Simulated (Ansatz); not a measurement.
Cl₃H₂OSi···H₃Si

```xyz
11

Si   -0.6774    0.7877   -0.4296
Si    0.3161   -1.4745    0.6414
Cl   -1.7411   -0.4801   -1.6431
Cl   -1.4066    1.2229    1.4418
Cl   -1.1552    2.5978   -1.3762
H     1.1315    0.1731   -0.0058
O     1.0620    1.0744   -0.6784
H     1.2509   -1.4894    1.8110
H    -1.0193   -1.8788    1.1459
H     0.7892   -2.4928   -0.3382
H     1.4501    1.9595   -0.5688
```

A transition-state structure; geometry: PBE0-D4/def2-TZVP.

The calculation used Ansatz, RKS PBE0-D4/def2-TZVPP.

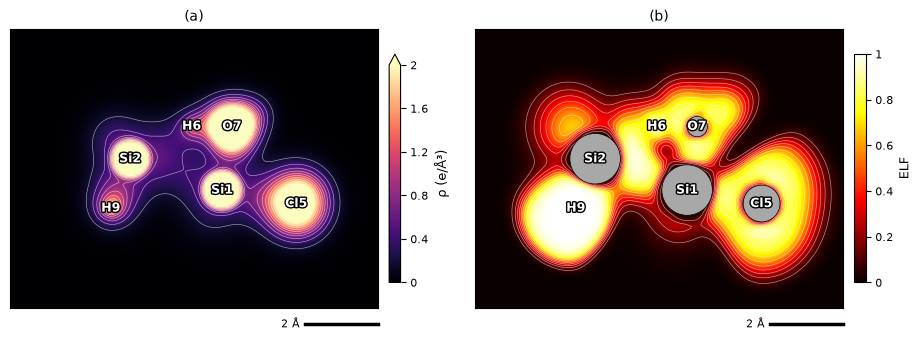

Figure 1. (a) electron density; (b) electron localisation function on the plane of atoms Cl5, Si1 and O7. Grey discs cover the atomic cores in the ELF map.

> What do the fields say about this system?

- The plane passes through Si, Cl, H and O nuclei.
- Si2···H6 (1.95 Å): the density falls to about 0.43 e/Å³ on the way; the ELF climbs to about 0.90 towards the hydrogen, as it does in any bond to H.
- Si–O (1.78 Å): ρ is about 0.89 e/Å³ halfway; the ELF peaks at about 0.90 between the atoms; a polar covalent bond.
- Si–Cl (2.10 Å): ρ is about 0.87 e/Å³ halfway; the ELF peaks at about 0.90 between the atoms (a shared but strongly polarised pair).
- Si–H (1.48 Å): the density is about 0.81 e/Å³ at the midpoint; the ELF climbs to about 1 towards the hydrogen.
- The ELF also peaks beside Cl5, away from the bonds: lone-pair regions.

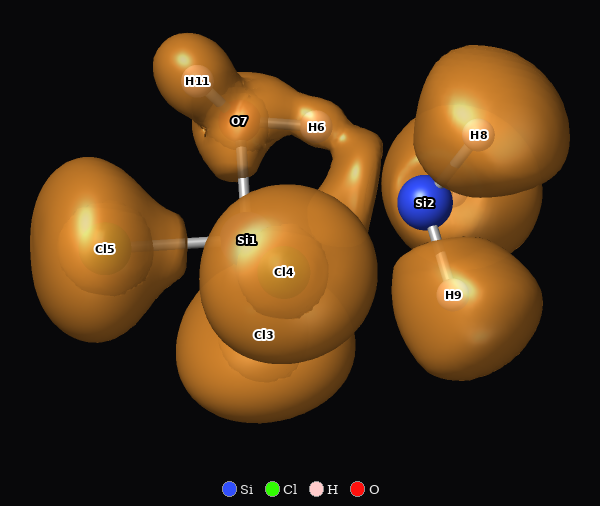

Figure 2. Isosurface of the electron localisation function at 0.75 (orange), seen at a tilt. Core shells and regions of very low density are left out.

> Identify the bonds, lone pairs and shells in this picture.

The surface consists of three regions around hydrogen nuclei, three regions on Cl in which the atom's valence shell and bonds are merged and one joined region spread over several atoms (H, O, Si), in which their bonds and any lone pairs are merged.

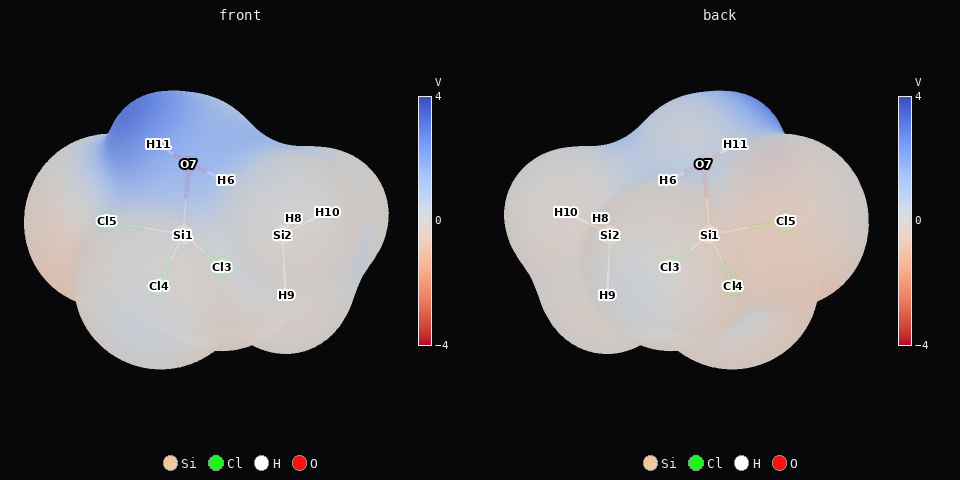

Figure 3. The electrostatic potential painted on the density surface at 0.001 e/bohr³, seen from the front and from behind; red is negative and blue positive.

> Describe the electrostatic potential map.

The most negative region (about −0.6 V) lies over Cl3 and Cl5, the most positive (about +3.0 V) over H11. Cl3 shows a σ-hole: about +0.2 V at the tip opposite its bond, against about −0.3 V on its flanks.
